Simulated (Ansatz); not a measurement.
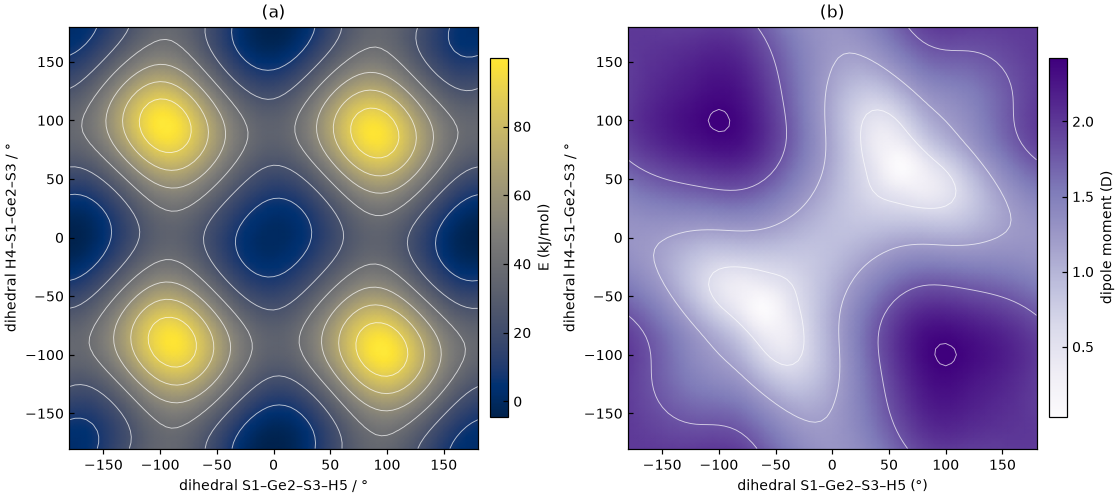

GeH2S2, SMILES [SH][Ge][SH]. 
- The first coordinate is: dihedral S1–Ge2–S3–H5; the second: dihedral H4–S1–Ge2–S3.
- Nothing is relaxed (all other coordinates rigid).
- The scan uses an 18 × 18 grid; 91 points were computed and 233 follow by symmetry.
- Points are written as (first, second).
- Energies are in kJ/mol, from the relaxed molecule at the same level.
- Computed with RKS PBE0-D4/def2-SVP in Ansatz 0.2.0.

Panel (a) is the energy and panel (b) the computed dipole moment on the same grid.

In the figure: a smooth colour map with a few white contour lines. Between grid points the surface is interpolated.

**How does the dipole moment vary over the map, and what is it at the lowest grid point?**

Leaving out the highest fifth of the energies, it runs from 0.34 D at (−80°, −40°) to 2.20 D at (−140°, 120°). At the lowest grid point, (−180°, 0°), it is 1.28 D.

| dihedral H4–S1–Ge2–S3 ↓, dihedral S1–Ge2–S3–H5 → | −180 | −140 | −100 | −60 | −20 | 20 | 60 | 100 | 140 |
| --- | --- | --- | --- | --- | --- | --- | --- | --- | --- |
| 160 | 1.98 | 2.06 | 2.14 | 1.87 | 1.40 | 1.22 | 1.54 | 1.80 | 1.84 |
| 120 | 1.97 | 2.20 | 2.35 | 2.03 | 1.42 | 0.84 | 0.97 | 1.37 | 1.63 |
| 80 | 1.92 | 2.18 | 2.33 | 2.07 | 1.46 | 0.71 | 0.33 | 0.99 | 1.49 |
| 40 | 1.51 | 1.69 | 1.78 | 1.68 | 1.25 | 0.77 | 0.39 | 0.48 | 1.09 |
| 0 | 1.28 | 1.18 | 1.08 | 1.08 | 0.93 | 0.93 | 1.08 | 1.08 | 1.18 |
| −40 | 1.51 | 1.09 | 0.48 | 0.39 | 0.77 | 1.25 | 1.68 | 1.78 | 1.69 |
| −80 | 1.92 | 1.49 | 0.99 | 0.33 | 0.71 | 1.46 | 2.07 | 2.33 | 2.18 |
| −120 | 1.97 | 1.63 | 1.37 | 0.97 | 0.84 | 1.42 | 2.03 | 2.35 | 2.20 |
| −160 | 1.98 | 1.84 | 1.80 | 1.54 | 1.22 | 1.40 | 1.87 | 2.14 | 2.06 |

The table holds every second grid line.
